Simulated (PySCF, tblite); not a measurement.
# C₂H₉PSi₂: dynamics, then NMR shifts on frames, part 2 of 2

tblite 0.8.0 and PySCF 2.14.0. Atoms count from 0. Earlier steps stand in the parts before.

### 5 NMR shieldings: 625 fs, PBE0/pcSseg-1

What the job is given:

```
{"job": {"kind": "nmr", "xc": "PBE0", "basis": "pcSseg-1", "pop": false}, "charge": 0, "multiplicity": 1}
C      0.126500    -1.381800     0.707800
C     -0.903900    -0.804300    -0.261500
Si    -0.783900     1.129400    -0.261200
P      1.392800     1.394200    -0.208800
Si     1.801400    -0.751800     0.112600
H      0.118800    -2.457300     0.834700
H     -0.234100    -0.940900     1.771700
H     -0.673600    -1.384500    -1.239800
H     -1.941500    -1.127000    -0.042600
H     -1.189500     1.980400    -1.419500
H     -1.400500     1.383000     1.091100
H      1.366400     1.749000     1.117400
H      2.186300    -1.478000    -1.072500
H      2.765600    -1.212900     1.086400
```

With the program's defaults for keys left out, this is: GIAO PBE0/pcSseg-1 NMR shielding, non-relativistic, gas phase.

Standard output:

```text
coarse grid: 12624 points
cycle   1  E = -1001.3734941500  dE =  2.775e-01  |g| = 3.449e-01  |ddm| = 3.373e+00
cycle   2  E = -1001.3549400106  dE =  1.855e-02  |g| = 4.348e-01  |ddm| = 7.732e-01
cycle   3  E = -1001.4058924120  dE = -5.095e-02  |g| = 4.641e-02  |ddm| = 4.510e-01
cycle   4  E = -1001.4064403234  dE = -5.479e-04  |g| = 1.824e-02  |ddm| = 9.566e-02
cycle   5  E = -1001.4065347874  dE = -9.446e-05  |g| = 2.664e-03  |ddm| = 3.197e-02
cycle   6  E = -1001.4065365316  dE = -1.744e-06  |g| = 5.131e-04  |ddm| = 4.612e-03
final grid: 106544 points
cycle   7  E = -1001.4346248351  dE = -1.665e-05  |g| = 4.897e-03  |ddm| = 2.310e-02
cycle   8  E = -1001.4346184775  dE =  6.358e-06  |g| = 6.798e-03  |ddm| = 1.181e-02
cycle   9  E = -1001.4346311047  dE = -1.263e-05  |g| = 3.691e-04  |ddm| = 7.232e-03
cycle  10  E = -1001.4346311349  dE = -3.020e-08  |g| = 8.685e-05  |ddm| = 5.609e-04
cycle  11  E = -1001.4346311366  dE = -1.784e-09  |g| = 2.715e-05  |ddm| = 1.482e-04
cycle  12  E = -1001.4346311369  dE = -2.224e-10  |g| = 5.093e-06  |ddm| = 5.198e-05
converged SCF energy = -1001.4346311369

GIAO shielding tensors (ppm)
atom      isotropic    diamagn.    paramagn.     s11        s22        s33       span
  0 C      163.105     253.759     -90.654    149.327    166.692    173.295     23.968
  1 C      166.653     252.208     -85.555    151.846    164.310    183.802     31.956
  2 Si     383.076     879.862    -496.786    328.831    395.945    424.452     95.621
  3 P      685.025     968.748    -283.723    621.923    665.632    767.521    145.598
  4 Si     380.578     880.370    -499.791    306.396    378.522    456.817    150.422
  5 H       29.971      30.871      -0.899     25.017     27.190     37.707     12.690
  6 H       28.796      29.279      -0.483     24.306     26.325     35.757     11.452
  7 H       29.297      29.964      -0.667     24.181     26.748     36.963     12.782
  8 H       29.515      30.392      -0.877     24.155     26.853     37.537     13.382
  9 H       26.128      28.201      -2.073     21.713     24.063     32.608     10.895
 10 H       26.762      29.128      -2.366     23.220     24.018     33.047      9.827
 11 H       31.532      30.706       0.826     25.414     27.254     41.927     16.513
 12 H       28.121      29.755      -1.634     24.071     25.466     34.827     10.756
 13 H       27.156      29.065      -1.909     23.297     24.650     33.522     10.225
```

Run time: 10 s. Hardware: 1 thread of Intel Xeon 6975P-C, shared host; peak memory 0.74 GiB.

This run: δ C0 23.8, C1 20.3, Si4 -31.4, Si2 -33.9, H9 5.59, H10 4.95 ppm.

### 6 Shielding tensors: 800 fs, PBE0/pcSseg-1

What the job is given:

```
{"job": {"kind": "nmr", "xc": "PBE0", "basis": "pcSseg-1", "pop": false}, "charge": 0, "multiplicity": 1}
C      0.277100    -1.270700     0.646900
C     -0.861600    -0.692500    -0.110400
Si    -0.739600     1.187400     0.068700
P      1.623600     1.423800    -0.116100
Si     1.940900    -0.832700    -0.004400
H      0.065300    -2.379700     0.571300
H      0.245100    -1.116400     1.760600
H     -0.780800    -1.058000    -1.130300
H     -1.819800    -1.006200     0.194500
H     -1.398000     2.136300    -0.836500
H     -1.081400     1.498400     1.442200
H      1.844900     1.874200     1.155900
H      2.282100    -1.260800    -1.271000
H      2.896100    -1.454500     0.986100
```

Method: GIAO PBE0/pcSseg-1 NMR shielding, non-relativistic, gas phase.

Standard output:

```text
coarse grid: 12624 points
cycle   1  E = -1001.3736330258  dE =  3.255e-01  |g| = 3.753e-01  |ddm| = 3.384e+00
cycle   2  E = -1001.3558885533  dE =  1.774e-02  |g| = 4.570e-01  |ddm| = 8.184e-01
cycle   3  E = -1001.4112776670  dE = -5.539e-02  |g| = 4.479e-02  |ddm| = 4.681e-01
cycle   4  E = -1001.4117619353  dE = -4.843e-04  |g| = 1.948e-02  |ddm| = 9.411e-02
cycle   5  E = -1001.4118790841  dE = -1.171e-04  |g| = 3.365e-03  |ddm| = 3.518e-02
cycle   6  E = -1001.4118819715  dE = -2.887e-06  |g| = 6.715e-04  |ddm| = 5.722e-03
final grid: 106544 points
cycle   7  E = -1001.4394907501  dE = -1.777e-05  |g| = 5.779e-03  |ddm| = 2.133e-02
cycle   8  E = -1001.4394822977  dE =  8.452e-06  |g| = 7.960e-03  |ddm| = 1.339e-02
cycle   9  E = -1001.4394994511  dE = -1.715e-05  |g| = 2.870e-04  |ddm| = 8.210e-03
cycle  10  E = -1001.4394994699  dE = -1.880e-08  |g| = 7.149e-05  |ddm| = 4.645e-04
cycle  11  E = -1001.4394994710  dE = -1.156e-09  |g| = 3.010e-05  |ddm| = 1.098e-04
cycle  12  E = -1001.4394994713  dE = -2.426e-10  |g| = 3.792e-06  |ddm| = 3.630e-05
converged SCF energy = -1001.4394994713

GIAO shielding tensors (ppm)
atom      isotropic    diamagn.    paramagn.     s11        s22        s33       span
  0 C      172.294     251.103     -78.808    164.534    171.596    180.753     16.219
  1 C      179.955     253.304     -73.349    167.607    175.222    197.036     29.430
  2 Si     374.502     879.960    -505.458    299.778    382.563    441.167    141.390
  3 P      625.606     967.971    -342.365    550.898    645.777    680.143    129.246
  4 Si     389.262     880.198    -490.936    348.359    376.741    442.686     94.327
  5 H       28.896      28.830       0.066     22.329     27.199     37.160     14.831
  6 H       30.531      30.452       0.079     26.166     27.472     37.955     11.789
  7 H       31.339      32.208      -0.869     26.064     28.572     39.382     13.318
  8 H       31.162      32.111      -0.950     25.419     28.400     39.667     14.248
  9 H       26.900      28.844      -1.944     22.680     24.626     33.394     10.714
 10 H       27.514      30.191      -2.676     23.933     24.872     33.737      9.804
 11 H       31.121      31.056       0.065     25.221     26.792     41.351     16.130
 12 H       28.845      30.369      -1.524     24.716     25.786     36.032     11.317
 13 H       26.660      27.946      -1.286     23.252     24.069     32.657      9.405
```

Wall time 10 s (1 thread of Intel Xeon 6975P-C, shared host); peak memory 0.74 GiB.

In short: δ C0 14.6, C1 7.0, Si2 -25.3, Si4 -40.1, H13 5.06, H9 4.82 ppm.

### 7 NMR shieldings: 1000 fs, PBE0/pcSseg-1

What the job is given:

```
{"job": {"kind": "nmr", "xc": "PBE0", "basis": "pcSseg-1", "pop": false}, "charge": 0, "multiplicity": 1}
C      0.281200    -1.465200     0.542200
C     -0.887600    -0.665300     0.000700
Si    -0.577300     1.167400     0.147600
P      1.610300     1.323200     0.331000
Si     1.961100    -0.922800    -0.133600
H      0.140900    -2.545800     0.395100
H      0.314400    -1.235000     1.603400
H     -1.113600    -1.000500    -0.985200
H     -1.676700    -1.036900     0.636500
H     -0.657300     1.590100    -1.247600
H     -1.263400     1.872600     1.259500
H      2.063000     1.270300     1.702700
H      2.017700    -0.739500    -1.552000
H      3.100900    -1.431800     0.807100
```

Method: GIAO PBE0/pcSseg-1 NMR shielding, non-relativistic, gas phase.

Standard output:

```text
coarse grid: 12624 points
cycle   1  E = -1001.3564424285  dE =  3.393e-01  |g| = 4.014e-01  |ddm| = 3.394e+00
cycle   2  E = -1001.3344113696  dE =  2.203e-02  |g| = 4.964e-01  |ddm| = 9.837e-01
cycle   3  E = -1001.4015394133  dE = -6.713e-02  |g| = 4.393e-02  |ddm| = 5.595e-01
cycle   4  E = -1001.4019871887  dE = -4.478e-04  |g| = 2.077e-02  |ddm| = 9.677e-02
cycle   5  E = -1001.4021191223  dE = -1.319e-04  |g| = 3.482e-03  |ddm| = 3.601e-02
cycle   6  E = -1001.4021216033  dE = -2.481e-06  |g| = 8.655e-04  |ddm| = 5.477e-03
final grid: 106544 points
cycle   7  E = -1001.4300838137  dE = -2.086e-05  |g| = 6.015e-03  |ddm| = 2.366e-02
cycle   8  E = -1001.4300754963  dE =  8.317e-06  |g| = 8.068e-03  |ddm| = 1.386e-02
cycle   9  E = -1001.4300930904  dE = -1.759e-05  |g| = 3.422e-04  |ddm| = 8.723e-03
cycle  10  E = -1001.4300931194  dE = -2.895e-08  |g| = 8.962e-05  |ddm| = 6.058e-04
cycle  11  E = -1001.4300931212  dE = -1.756e-09  |g| = 3.666e-05  |ddm| = 1.307e-04
cycle  12  E = -1001.4300931215  dE = -3.467e-10  |g| = 4.147e-06  |ddm| = 4.276e-05
converged SCF energy = -1001.4300931215

GIAO shielding tensors (ppm)
atom      isotropic    diamagn.    paramagn.     s11        s22        s33       span
  0 C      162.925     252.983     -90.058    146.214    163.318    179.243     33.029
  1 C      184.104     252.046     -67.942    170.836    185.134    196.343     25.507
  2 Si     384.206     880.285    -496.080    269.762    429.305    453.550    183.788
  3 P      584.825     968.588    -383.763    493.709    599.674    661.092    167.383
  4 Si     383.177     880.554    -497.377    297.485    373.710    478.335    180.850
  5 H       29.690      30.039      -0.349     23.460     27.905     37.705     14.245
  6 H       31.487      32.681      -1.193     27.305     29.024     38.133     10.828
  7 H       31.903      32.368      -0.465     26.121     29.049     40.538     14.417
  8 H       30.461      31.435      -0.975     23.860     28.719     38.803     14.944
  9 H       26.917      29.479      -2.562     22.264     25.299     33.188     10.923
 10 H       26.420      28.430      -2.010     22.270     23.990     33.000     10.730
 11 H       29.695      30.212      -0.517     23.869     26.259     38.958     15.089
 12 H       27.270      29.605      -2.335     23.147     24.692     33.971     10.824
 13 H       25.519      27.608      -2.090     21.863     23.001     31.692      9.829
```

Run time: 10 s. Hardware: 1 thread of Intel Xeon 6975P-C, shared host; peak memory 0.74 GiB.

Key values: δ C0 24.0, C1 2.8, Si4 -34.0, Si2 -35.0, H13 6.20, H10 5.30 ppm.

### 8 Comparing the runs: NMR shifts

Shifts (ppm) of some atoms, chosen among heavy atoms and hydrogens apart, with basis size and wall time:

```csv
frame,C1,C0,H7,H6,Si2,Si4,P3,functions,time
250 fs,8.3,5.4,1.83,0.73,-28.2,-46.6,-334.2,151,11 s
425 fs,9.8,19.0,-0.11,-0.95,-30.9,-19.9,-344.8,151,10 s
625 fs,20.3,23.8,2.42,2.92,-33.9,-31.4,-366.7,151,10 s
800 fs,7.0,14.6,0.38,1.19,-25.3,-40.1,-307.2,151,10 s
1000 fs,2.8,24.0,-0.19,0.23,-35.0,-34.0,-266.5,151,10 s
```

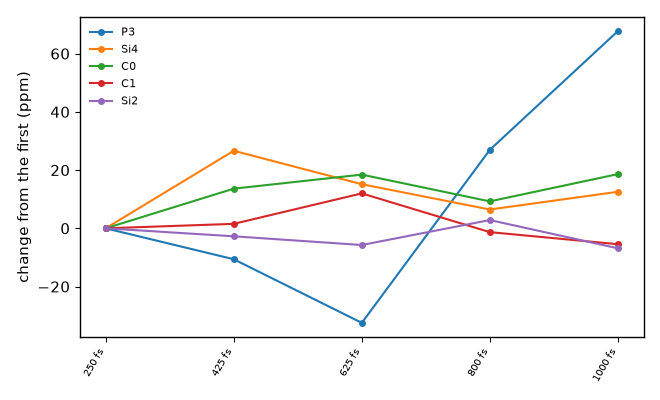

How five of the tabulated atoms move from run to run.

### 9 What came out

The summary covers parts 1 to 2.

| quantity | value |
| --- | --- |
| thermostat | 400 K |
| mean temperature, second half | 402 K |
| mean potential energy above the minimum | 0.74 eV |
| 13C shifts against TMS (PBE0/pcSseg-1, 250 fs) | 8.3, 5.4 ppm |
| 1H shifts against TMS (PBE0/pcSseg-1, 250 fs) | 5.23, 5.17, 4.79, 4.79, 1.83, 1.40, 0.73, 0.57, -0.06 ppm |
| 29Si shifts against TMS (PBE0/pcSseg-1, 250 fs) | -28.2, -46.6 ppm |
| 31P shifts against H3PO4 (PBE0/pcSseg-1, 250 fs) | -334.2 ppm |
| range of the shift of P3 | -366.7 to -266.5 ppm |

In words: In the second half the potential energy averages 0.74 eV above the minimum; equipartition over 36 harmonic modes at 400 K would give 0.62 eV. With 14 atoms the temperature swings widely (188 to 586 K). Shifts at one fixed geometry are not the observed spectrum, which averages over the motion. In the first frame run (250 fs): The largest span, 214 ppm, is at P3, where the paramagnetic term is -317 ppm. Across the 5 runs the shift of P3 moves most, between -366.7 (625 fs) and -266.5 ppm (1000 fs).
